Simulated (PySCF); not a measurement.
# C5H3NO, charge −1, doublet, SMILES `[CH-]=[C]c1cnco1`: electronic structure

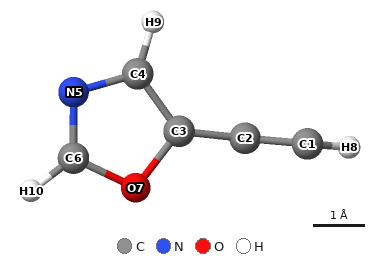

The molecule, with its atoms numbered as below. No frequency check shows the geometry to be a minimum.

Geometry (Å), atoms numbered from 1:

```
C1       2.9048   -0.0293    0.1649
C2       1.6935    0.0022   -0.1181
C3       0.3361    0.0537   -0.0064
C4      -0.5697    1.1373   -0.0024
N5      -1.8388    0.6900    0.0120
C6      -1.7563   -0.6156    0.0107
O7      -0.4643   -1.1192   -0.0036
H8       3.8385   -0.0381   -0.3600
H9      -0.3333    2.1862    0.0007
H10     -2.5702   -1.3147    0.0129
```

### 1. Bonding charge

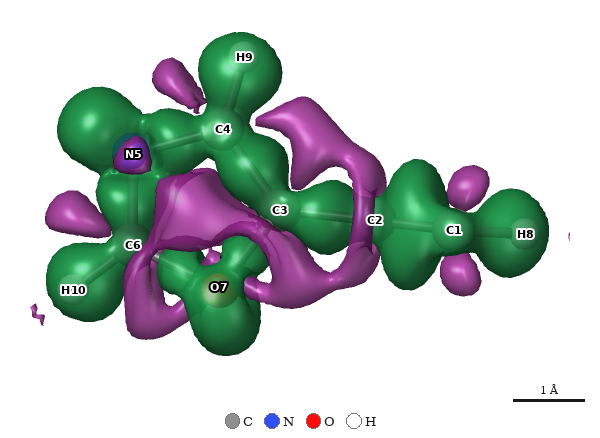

Deformation density (molecule less spherical, spin-averaged free atoms at the same positions), surfaces at ±0.05 e/Å³; green: gain, purple: loss.

Method: PBE0/6-311+G**; geometry: GFN2-xTB; program: PySCF. The highest occupied Kohn–Sham orbital has positive energy, a self-interaction fault of such functionals for anions. The stability of the open-shell solution wasn't checked. GFN2-xTB doesn't know the spin state, so this open-shell geometry is rough.

Q: How much density has each bond gained at its critical point, relative to the free atoms?

A: The five largest and four smallest: C6–H10: +0.75 e/Å³ at the bond critical point (bond length 1.07 Å). C4–H9: +0.72 e/Å³ at the bond critical point (bond length 1.07 Å). C1–C2: +0.70 e/Å³ at the bond critical point (bond length 1.24 Å). C1–H8: +0.67 e/Å³ at the bond critical point (bond length 1.07 Å). C2–C3: +0.61 e/Å³ at the bond critical point (bond length 1.36 Å). N5–C6: +0.57 e/Å³ at the bond critical point (bond length 1.31 Å). C4–N5: +0.41 e/Å³ at the bond critical point (bond length 1.35 Å). C6–O7: +0.11 e/Å³ at the bond critical point (bond length 1.39 Å); up to 0.6 Å beside the axis the gain reaches +0.37 e/Å³. C3–O7: +0.03 e/Å³ at the bond critical point (bond length 1.42 Å); up to 0.6 Å beside the axis the gain reaches +0.32 e/Å³. In all, 2.8 electrons gather in the regions of gain relative to the promolecule of neutral atoms (this includes the anion's extra charge). A small or negative value marks a very polar bond, one between electron-rich atoms, whose free-atom densities already overlap strongly, a long bond to a heavier atom, or a closed-shell contact such as a hydrogen bond.

### 2. Bond critical points

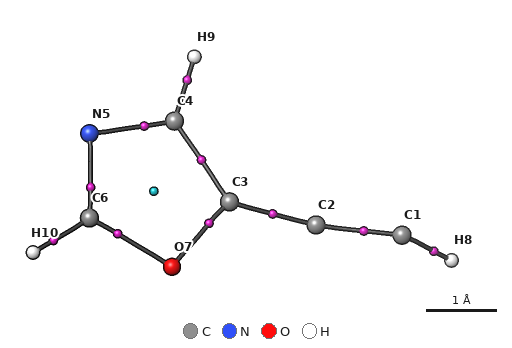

Molecular graph of the electron density (QTAIM): bond paths, bond critical points (magenta), ring points (cyan, if any); weak paths are dashed.

Q: How many critical points of each kind are there, and does the count close?

A: 10 nuclei, 10 bond, 1 ring and 0 cage critical points: 10 − 10 + 1 − 0 = 1, as the Poincaré–Hopf relation requires.

Q: Give the properties at the bond critical points.

A:
```json
{"bond": "C1–C2", "length (Å)": "1.244", "ρ (a.u.)": "0.376", "∇²ρ (a.u.)": "−1.11", "ε": "0.07", "H (a.u.)": "−0.520"}
{"bond": "N5–C6", "length (Å)": "1.308", "ρ (a.u.)": "0.362", "∇²ρ (a.u.)": "−0.96", "ε": "0.40", "H (a.u.)": "−0.551"}
{"bond": "C4–N5", "length (Å)": "1.346", "ρ (a.u.)": "0.326", "∇²ρ (a.u.)": "−0.76", "ε": "0.23", "H (a.u.)": "−0.478"}
{"bond": "C2–C3", "length (Å)": "1.363", "ρ (a.u.)": "0.315", "∇²ρ (a.u.)": "−0.89", "ε": "0.25", "H (a.u.)": "−0.335"}
{"bond": "C3–C4", "length (Å)": "1.412", "ρ (a.u.)": "0.298", "∇²ρ (a.u.)": "−0.78", "ε": "0.31", "H (a.u.)": "−0.297"}
{"bond": "C6–H10", "length (Å)": "1.073", "ρ (a.u.)": "0.287", "∇²ρ (a.u.)": "−1.01", "ε": "0.10", "H (a.u.)": "−0.291"}
{"bond": "C4–H9", "length (Å)": "1.075", "ρ (a.u.)": "0.283", "∇²ρ (a.u.)": "−0.97", "ε": "0.07", "H (a.u.)": "−0.286"}
{"bond": "C1–H8", "length (Å)": "1.071", "ρ (a.u.)": "0.276", "∇²ρ (a.u.)": "−0.93", "ε": "0.04", "H (a.u.)": "−0.279"}
{"bond": "C6–O7", "length (Å)": "1.387", "ρ (a.u.)": "0.271", "∇²ρ (a.u.)": "−0.28", "ε": "0.20", "H (a.u.)": "−0.379"}
{"bond": "C3–O7", "length (Å)": "1.420", "ρ (a.u.)": "0.249", "∇²ρ (a.u.)": "−0.29", "ε": "0.14", "H (a.u.)": "−0.330"}
```

Q: What kind of interaction is N5–C6?

A: Shared-shell (covalent): ρ = 0.362, ∇²ρ = −0.96, H = −0.551 a.u. Its ellipticity of 0.40 shows that the density isn't cylindrical about the bond.

### 3. Electrostatic potential

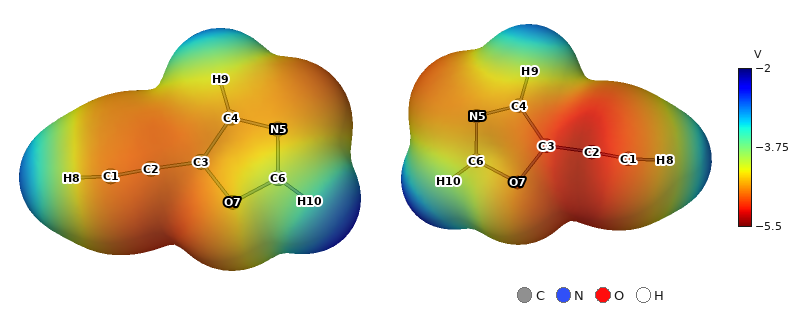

Electrostatic potential on the surface of electron density 0.001 a.u. (back view left, front view right).

Q: Where are the extremes of the potential on the surface?

A: Highest: −2.33 V, 1.3 Å from H10. Further maxima include −2.83 V, 1.4 Å from H8; −2.89 V, 1.4 Å from H9. Lowest: −5.41 V, off the C1–C2 bond (2.2 Å from its atoms). Further minima include −4.74 V, off the C2–C3 bond (2.2 to 2.3 Å from its atoms). The surface is sampled at points, so like sites can differ by a few per cent and only the strongest of them is named.

Q: What volume does the surface enclose?

A: About 131 Å³.
